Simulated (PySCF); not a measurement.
**GeCl2: GW calculation**

GeCl2, SMILES [Cl][Ge][Cl], computed with G0W0 (KT3)/ANO-R1, RKS (PySCF 2.14.0).

The geometry comes from this level: GFN2-xTB.

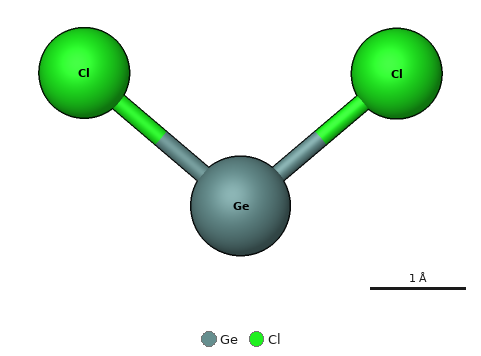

**Figure 1.** The structure as given in the input (ball-and-stick view, seen on its broad side). Sticks mark near contacts.

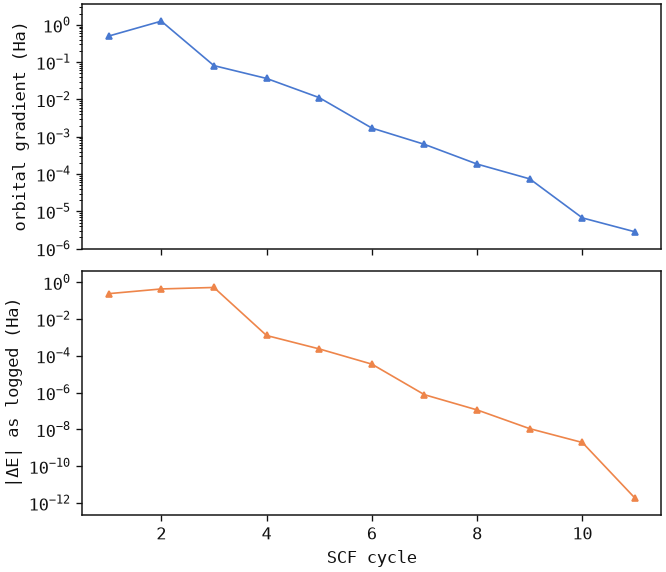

**Figure 2.** Convergence of the self-consistent field: orbital gradient and size of the energy change against the SCF cycle. The residual comes down, with one marked jump up, by a factor of about 2.5, at step 2.

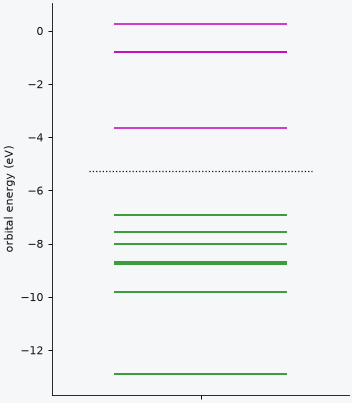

**Figure 3.** Orbital energies near the frontier; the dotted line parts filled from empty levels, and levels within 0.02 eV of each other stand side by side. Highest filled −6.92 eV, lowest empty −3.66 eV, 3.26 eV apart.

The input that produced these results follows, with the program's output.

## The input (job.py)
```python
from pyscf import gto, dft, gw

mol = gto.M(
    atom='''
Ge     0.004890    -0.007110    -0.931180
Cl     1.647840    -0.018820     0.474730
Cl    -1.652730     0.025930     0.456450
''',
    max_memory=1860,
    verbose=4,
    basis='ano-r1',
    charge=0,
)

myscf = dft.RKS(mol)
myscf.xc = 'kt3'
myscf.grids.level = 6
myscf.kernel()

e_tot = myscf.e_tot
print('E = %.10f Eh' % e_tot)

nocc = mol.nelec[0]
orbs = list(range(max(0, nocc - 3), min(mol.nao, nocc + 3)))
mygw = gw.GW(myscf, freq_int='ac')
mygw.orbs = orbs
mygw.kernel()
print('orbital   mean field (eV)   quasiparticle (eV)')
for p in orbs:
    print('%4d %12.4f %12.4f' % (p + 1, myscf.mo_energy[p] * 27.211386, mygw.mo_energy[p] * 27.211386))
```

Launched with:
```bash
OMP_NUM_THREADS=1 python job.py
```

## Log
```
PySCF version 2.14.0

[INPUT] num. atoms = 3
[INPUT] num. electrons = 66
[INPUT] charge = 0
[INPUT] spin (= nelec alpha-beta = 2S) = 0
[INPUT] symmetry False subgroup None
[INPUT] Mole.unit = angstrom
[INPUT] Symbol           X                Y                Z      unit          X                Y                Z       unit  Magmom
[INPUT]  1 Ge     0.004890000000  -0.007110000000  -0.931180000000 AA    0.009240760749  -0.013435952746  -1.759675172672 Bohr   0.0
[INPUT]  2 Cl     1.647840000000  -0.018820000000   0.474730000000 AA    3.113966297103  -0.035564645664   0.897109683115 Bohr   0.0
[INPUT]  3 Cl    -1.652730000000   0.025930000000   0.456450000000 AA   -3.123207057852   0.049000598410   0.862565489558 Bohr   0.0

nuclear repulsion = 312.606018081434
number of shells = 10
number of NR pGTOs = 322
number of NR cGTOs = 75
basis = ano-r1
ecp = {}

******** <class 'pyscf.dft.rks.RKS'> ********
method = RKS
initial guess = minao
damping factor = 0
level_shift factor = 0
DIIS = <class 'pyscf.scf.diis.CDIIS'>
diis_start_cycle = 1
diis_space = 8
diis_damp = 0
SCF conv_tol = 1e-09
SCF conv_tol_grad = None
SCF max_cycles = 50
direct_scf = True
direct_scf_tol = 1e-13
XC library pyscf.dft.libxc version 7.0.0
    S. Lehtola, C. Steigemann, M. J.T. Oliveira, and M. A.L. Marques.,  SoftwareX 7, 1–5 (2018)
XC functionals = kt3
radial grids:
    Treutler-Ahlrichs [JCP 102, 346 (1995); DOI:10.1063/1.469408] (M4) radial grids

becke partition: Becke, JCP 88, 2547 (1988); DOI:10.1063/1.454033
pruning grids: <function nwchem_prune>
grids dens level: 6
symmetrized grids: False
atomic radii adjust function: <function treutler_atomic_radii_adjust>
small_rho_cutoff = 0
Set gradient conv threshold to 3.16228e-05
Initial guess from minao.
tot grids = 187480
init E= -3001.29100956112
  HOMO = -0.259891558426307  LUMO = -0.114424220902571  gap/eV = 3.95837
cycle= 1 E= -3001.05227465695  delta_E= 0.239  |g|= 0.501  |ddm|= 1.98
  HOMO = -0.197847855318464  LUMO = -0.147759396999526  gap/eV = 1.36298
cycle= 2 E= -3000.62086689059  delta_E= 0.431  |g|= 1.26  |ddm|= 2.18
  HOMO = -0.242486219429592  LUMO = -0.12418475378685  gap/eV = 3.21915
cycle= 3 E= -3001.13993616749  delta_E= -0.519  |g|= 0.0808  |ddm|=  1.6
  HOMO = -0.256930427631451  LUMO = -0.137210279846126  gap/eV = 3.25775
cycle= 4 E= -3001.14120585764  delta_E= -0.00127  |g|= 0.0366  |ddm|= 0.104
  HOMO = -0.25462391351568  LUMO = -0.135336890769534  gap/eV = 3.24597
cycle= 5 E= -3001.14144288441  delta_E= -0.000237  |g|= 0.0112  |ddm|= 0.0328
  HOMO = -0.254229844321815  LUMO = -0.134847323360625  gap/eV = 3.24856
cycle= 6 E= -3001.1414781179  delta_E= -3.52e-05  |g|= 0.00171  |ddm|= 0.0143
  HOMO = -0.254125454444667  LUMO = -0.134687366677309  gap/eV = 3.25008
cycle= 7 E= -3001.14147888248  delta_E= -7.65e-07  |g|= 0.000625  |ddm|= 0.00234
  HOMO = -0.254122057917435  LUMO = -0.134663969637805  gap/eV = 3.25062
cycle= 8 E= -3001.14147899626  delta_E= -1.14e-07  |g|= 0.000185  |ddm|= 0.00101
  HOMO = -0.254127922058373  LUMO = -0.134666589570247  gap/eV = 3.25071
cycle= 9 E= -3001.14147900718  delta_E= -1.09e-08  |g|= 7.41e-05  |ddm|= 0.000406
  HOMO = -0.254131921707562  LUMO = -0.134669695557442  gap/eV = 3.25073
cycle= 10 E= -3001.14147900911  delta_E= -1.93e-09  |g|= 6.66e-06  |ddm|= 0.000117
  HOMO = -0.254130733387211  LUMO = -0.134668599889561  gap/eV = 3.25073
cycle= 11 E= -3001.14147900911  delta_E= 1.82e-12  |g|= 2.82e-06  |ddm|= 9.66e-06
  HOMO = -0.25413081334872  LUMO = -0.13466887390876  gap/eV = 3.25072
Extra cycle  E= -3001.1414790091  delta_E= 2.73e-12  |g|= 3.75e-06  |ddm|= 6.68e-06
converged SCF energy = -3001.1414790091
E = -3001.1414790091 Eh
ETB for Ge: l = 0, exps = 0.0675952 * 2^n , n = 0..21
ETB for Ge: l = 1, exps = 0.05601263237120712 * 2^n , n = 0..19
ETB for Ge: l = 2, exps = 0.04641476 * 2^n , n = 0..17
ETB for Ge: l = 3, exps = 0.12211136844455064 * 2^n , n = 0..14
ETB for Ge: l = 4, exps = 0.14631590130298483 * 2^n , n = 0..11
ETB for Ge: l = 5, exps = 0.3849386473894358 * 2^n , n = 0..8
ETB for Ge: l = 6, exps = 0.46123998 * 2^n , n = 0..5
ETB for Cl: l = 0, exps = 0.12558022 * 2^n , n = 0..19
ETB for Cl: l = 1, exps = 0.10356591871635572 * 2^n , n = 0..17
ETB for Cl: l = 2, exps = 0.08541074 * 2^n , n = 0..14
ETB for Cl: l = 3, exps = 0.19079708635338957 * 2^n , n = 0..10
ETB for Cl: l = 4, exps = 0.42621722 * 2^n , n = 0..6

WARN: Even tempered Gaussians are generated as DF auxbasis for  Ge Cl

******** <class 'pyscf.gw.gw_ac.GWAC'> ********
method = GWAC
GW nocc = 33, nvir = 42
frozen orbitals = None
off-diagonal self-energy = False
GW density matrix = False
density-fitting for exchange = False
outcore for self-energy= False
broadening parameter = 5.000e-03
number of grids = 100
analytic continuation method = pade
imaginary frequency cutoff = 5.0
Pade points = 18
Pade step ratio = 0.667
use perturbative linearized QP eqn = False
QPE max iter = 100
QPE tolerance = 1.0e-06

Starting get_sigma_diag main loop with 100 frequency points.
   0    1    2    3    4    5    6    7    8    9   10   11
  12   13   14   15   16   17   18   19   20   21   22   23
  24   25   26   27   28   29   30   31   32   33   34   35
  36   37   38   39   40   41   42   43   44   45   46   47
  48   49   50   51   52   53   54   55   56   57   58   59
  60   61   62   63   64   65   66   67   68   69   70   71
  72   73   74   75   76   77   78   79   80   81   82   83
  84   85   86   87   88   89   90   91   92   93   94   95
  96   97   98   99
Finished get_sigma_diag main loop.

WARN: GW QP energies may not be sorted from min to max

orbital   mean field (eV)   quasiparticle (eV)
  31      -7.9999     -10.0977
  32      -7.5621      -9.8407
  33      -6.9153      -9.1566
  34      -3.6645      -0.4977
  35      -0.8133       2.4443
  36      -0.7839       2.5535
```

## Results in brief

| quantity | value |
| --- | --- |
| outcome | converged |
| total energy | −3001.141479 hartree |
| basis functions | 75 |
| HOMO | −6.92 eV |
| LUMO | −3.66 eV |
| dipole moment | 1.66 D |
| hardware | 1 thread of Arm Neoverse V1, 24 GiB of memory available, shared host |
| wall time | 67 s |
| peak memory | 0.48 GiB |

## Remarks

Settings chosen away from the usual ones: tied set to false; grid set to 6.
